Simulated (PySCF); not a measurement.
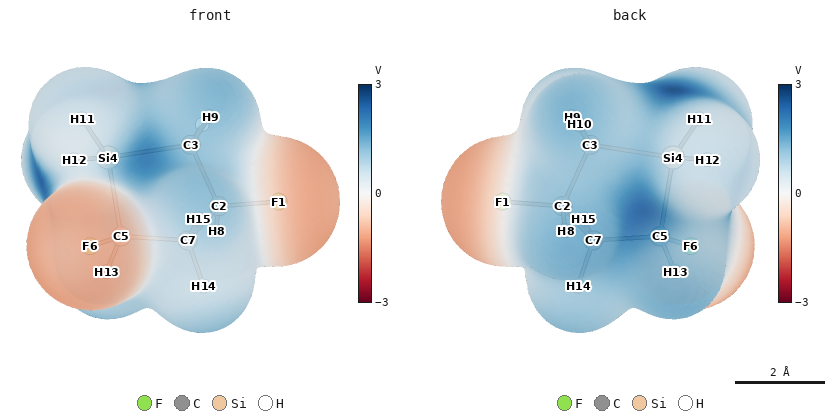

Figure 1: C₄H₈F₂Si. The electrostatic potential painted on the density surface at 0.004 e/bohr³, seen from the front and from behind; the colour scale runs from red (negative) to blue (positive).

Geometry: GFN2-xTB.

These are results of CAM-B3LYP/def2-SVPD, SCF density, gas phase in PySCF, not measurements.

The calculation's input:

```
{"job": {"kind": "uv", "xc": "CAM-B3LYP", "basis": "def2-SVPD", "nstates": 8, "ntriplets": 3}, "charge": 0, "multiplicity": 1}
F     -1.505025    -2.039558     0.276944
C     -0.713529    -0.932591     0.519075
C     -1.386618     0.331511    -0.007909
Si     0.032031     1.588324    -0.204339
C      1.386186     0.221038    -0.034873
F      2.359434     0.312118    -1.018811
C      0.638878    -1.103161    -0.164630
H     -0.591469    -0.890776     1.609065
H     -1.836320     0.095647    -0.973558
H     -2.194316     0.643780     0.650294
H      0.089929     2.218355    -1.518788
H      0.115879     2.546150     0.898693
H      1.934702     0.267064     0.912374
H      1.194491    -1.941007     0.258779
H      0.471332    -1.308905    -1.224229
```

Run with:

```sh
OMP_NUM_THREADS=1 python probes_run.py task.json out
```

### Which sites attract a positive test charge, and which a negative one?

A positive charge is drawn to the negative regions and a negative charge to the positive ones. The most negative region (about −1.1 V) lies over F1 and F6, the most positive (about +2.4 V) over Si4.

### How polar is the molecule by this calculation?

Its dipole moment is 2.01 D.
